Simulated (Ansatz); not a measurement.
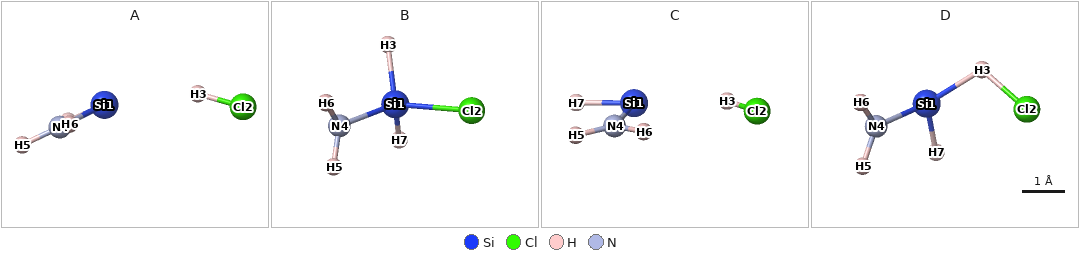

4 geometries from a converged minimum-energy path of SiNH₄Cl, shuffled. Style: ball-and-stick. Shown at a tilt.

Theory: RKS PBE0-D4/def2-SVP (Ansatz). Set-up: 9 movable images; climbing image; force threshold 0.03 eV/Å; iteration limit 60; starting path through a guess of the saddle point.

> Which frame is the top of the path?

D. In order along the path, whose images run from 0 to 10: B (image 0, 0.0 kcal/mol), D (image 5, +63.9 kcal/mol), A (image 8, +58.3 kcal/mol), C (image 10, +57.0 kcal/mol). Breaking: Si1–Cl2 (2.09 → 2.68 at the top → 3.50 Å), Si1–H3 (1.49 → 1.65 at the top → 2.37 Å). Forming: Cl2–H3 (2.88 → 1.58 at the top → 1.32 Å).

Cost: 3.8 min on 1 thread of Intel(R) Xeon(R) 6975P-C (Granite Rapids) (shared host), peak memory 0.14 GiB.
